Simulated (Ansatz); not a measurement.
```xyz
6

Cl   -2.0669    2.6894    1.6948
F     0.9474    4.6779    2.5456
In    0.0912    3.4690    1.2581
N     1.2389    2.9808   -0.4397
O     0.8230    2.2147   -1.3546
H     2.1876    3.3696   -0.5582
```

Geometry: B3LYP-D3(BJ)/def2-SVP; core potentials replace the inner electrons of In.

These are results of isolated molecule in a Gaussian basis; Kohn-Sham density functional theory, functional PBE0 in Ansatz, not measurements.

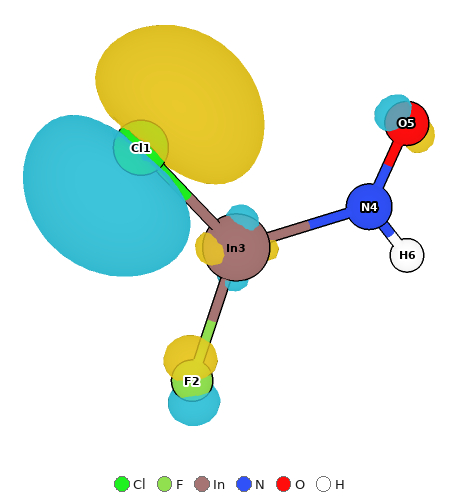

ClFHInNO (SMILES [O][NH][In]([F])[Cl]) (doublet). The HOMO−1 (β) at ±0.1 Å⁻³ᐟ² (yellow and cyan are the two phases), seen at a tilt.

Question: What is the character of this orbital?

Answer: By Hirshfeld shares it lies mainly on Cl1 (about 90 %); it is symmetric in the molecular plane (an in-plane orbital: σ, lone-pair or in-plane π type); largely a lone pair of Cl1. Its energy is −9.55 eV.
